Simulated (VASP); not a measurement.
Band structure of MgB$_{2}$ (AlB2 type). Computed with vdW-DF2, VASP's PBE PAW potentials (set 64) (plane waves; VASP).

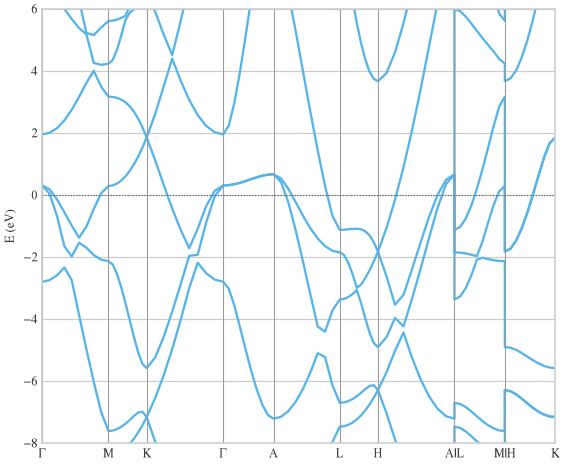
*Bands along high-symmetry lines, zero at the valence-band maximum or, without a gap, the Fermi level*

**Question.** Read the plot: is there a gap, and where are the band edges?

**Answer.** It has no gap at this level: it comes out as a metal or semimetal. (Edges off the drawn lines would not show.)

The compound is MgB2 in the AlB2 type structure. It was relaxed first.
